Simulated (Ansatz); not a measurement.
# AlH₄N···HBr: what the fields show

```xyz
8

Al   -0.1199   -0.2289   -0.1827
H    -0.1598   -0.7119    1.3226
H     1.2184    0.1768   -0.9134
N    -1.6211   -0.2770   -1.1186
H    -2.5180   -0.5439   -0.7601
H    -1.7084   -0.0150   -2.0821
Br   -0.0602    2.9297    1.5598
H    -0.0522    2.1745    2.7492
```

Level of theory: Ansatz, RHF/def2-SVP.

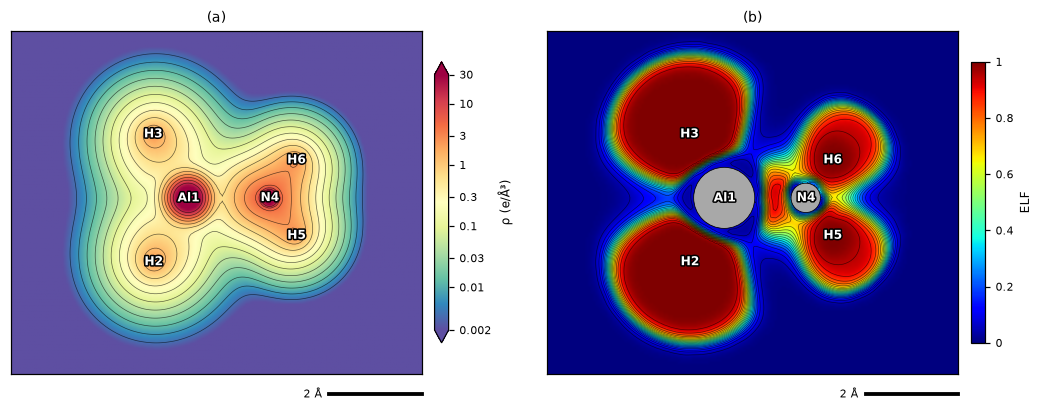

Figure 1. (a) total electron density; (b) electron localisation function on the plane of atoms H5, N4 and H6. Grey discs cover the atomic cores in the ELF map.

Describe what can be read from this map.

- The plane passes through Al, H and N nuclei.
- Al–N (1.77 Å): the density is about 0.85 e/Å³ at the midpoint; the ELF peaks at about 0.90 in the valence shell of N, 0.7 Å from its nucleus, and is about 0.65 at the midpoint.
- N–H (1.00 Å): the density is about 2.8 e/Å³ at the midpoint; the ELF climbs to about 1 towards the hydrogen, as it does in any bond to H; an ordinary covalent bond to hydrogen.
- Al–H (1.58 Å): ρ at the midpoint is about 0.54 e/Å³; the ELF climbs to about 1 towards the hydrogen.

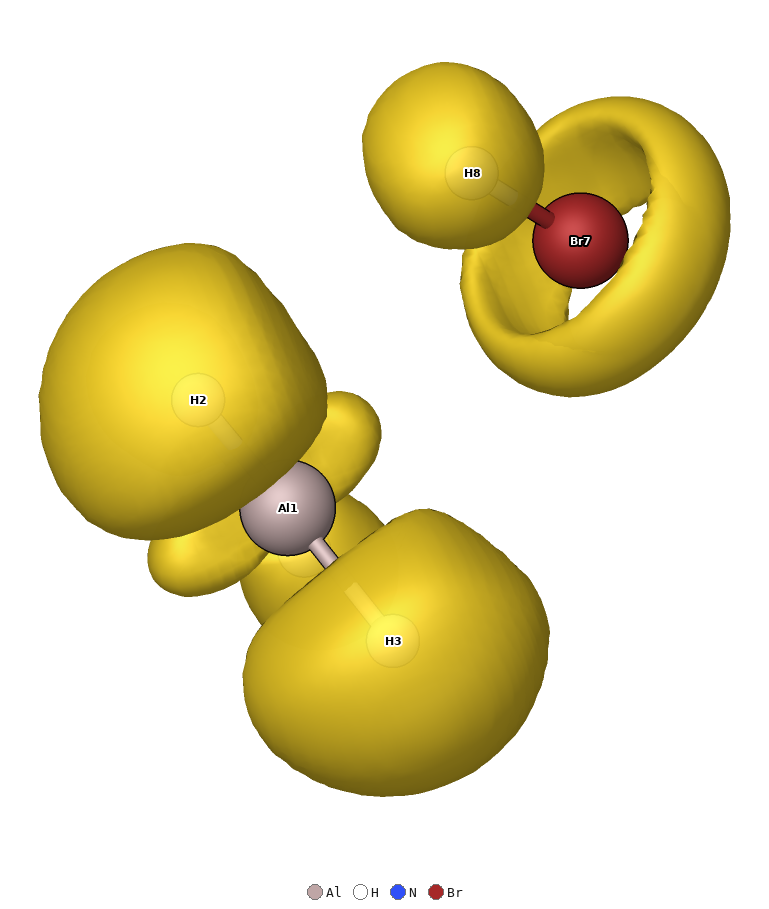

Figure 2. Isosurface of the ELF at 0.85 (yellow), seen at an oblique angle. Core shells and regions of very low density are left out.

What do the ELF domains correspond to?

The surface consists of five regions around hydrogen nuclei, one lobe of the valence shell of N pointing towards Al and one ring or bowl of non-bonding electrons around Br. Along the contacts the grid gives the following. Al1···Br7 (3.61 Å): the ELF peaks at about 0.90 in the valence shell of Br, 1.1 Å from its nucleus, and is about 0.15 at the midpoint (a weak contact between the two molecules).

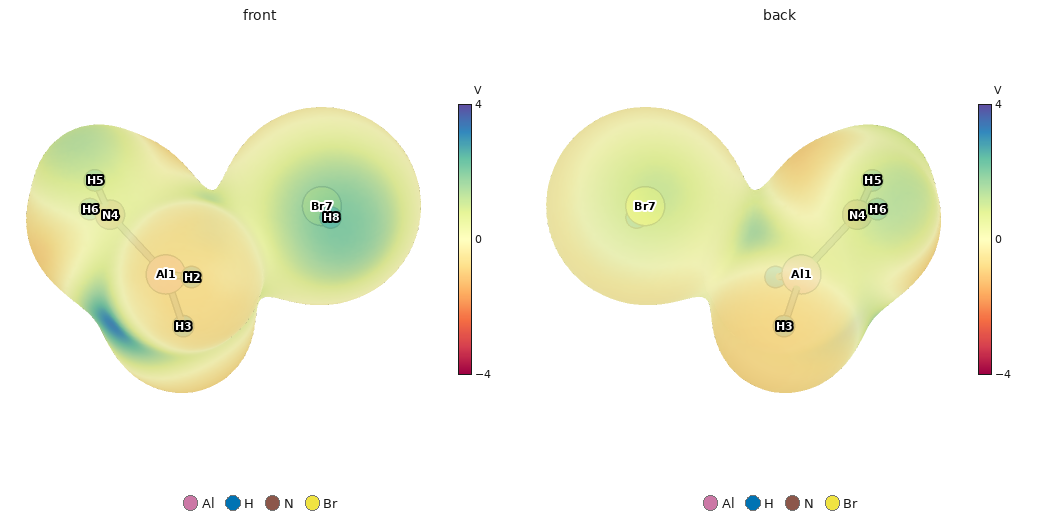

Figure 3. The electrostatic potential painted on the density surface at 0.002 e/bohr³, seen from the front and from behind; the colour scale runs from red (negative) to blue (positive).

Which sites attract a positive test charge, and which a negative one?

A positive charge is drawn to the negative regions and a negative charge to the positive ones. The most negative region (about −0.9 V) lies over N4, the most positive (about +2.9 V) over Al1. Br7 shows a σ-hole: about +1.0 V at the tip opposite its bond, against about −0.2 V on its flanks.

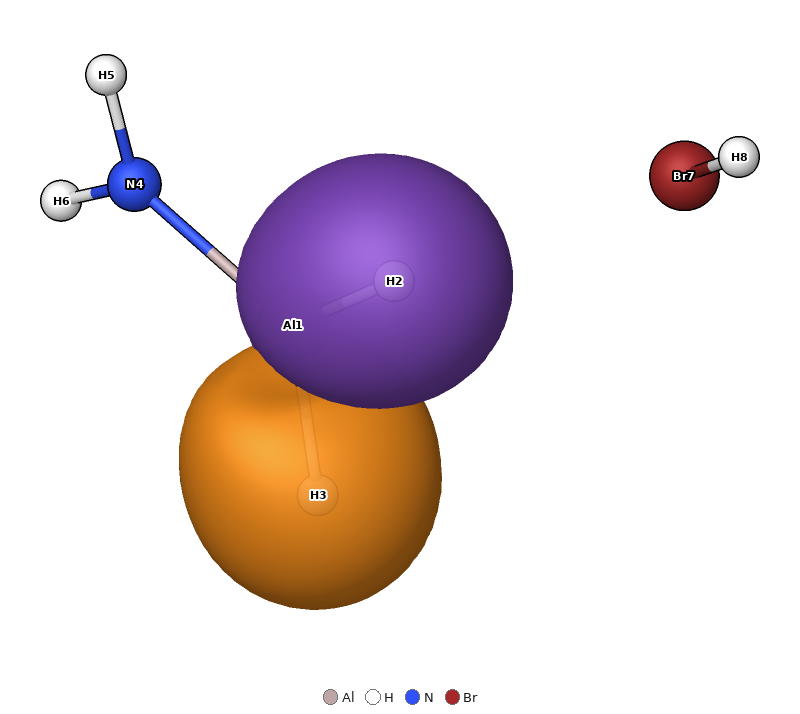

Figure 4. The HOMO−1 at ±0.15 Å⁻³ᐟ² (orange and purple are the two phases), seen across its widest extent.

What is the character of this orbital?

It lies mainly on Al1 (about 35 %), H2 (about 30 %) and H3 (about 30 %). Its energy is −11.32 eV.
